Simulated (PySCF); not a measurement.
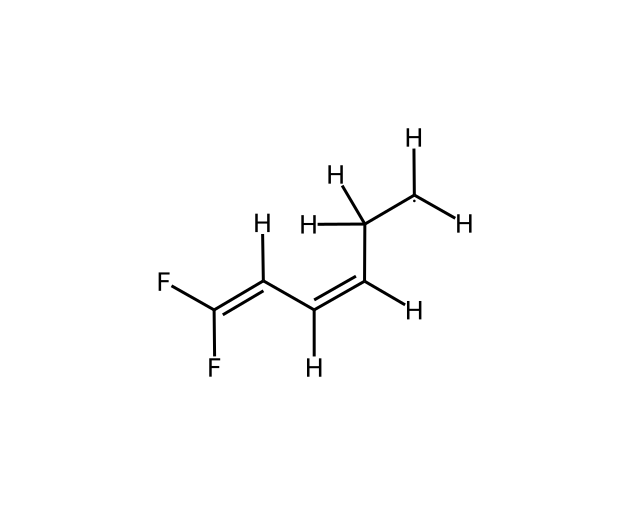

Charge 0, doublet. Computed geometry: GFN2-xTB optimisation. No frequency run is at hand to confirm it as a minimum. Method: UKS B3LYP, pcH-1 on C F H, non-relativistic (PySCF 2.14.0).

Computed properties:

The species is C₆H₇F₂ (`[CH2]C/C=C\C=C(F)F`).
- ⟨S²⟩ of the determinant: 0.754
- isotropic g value: 2.00261
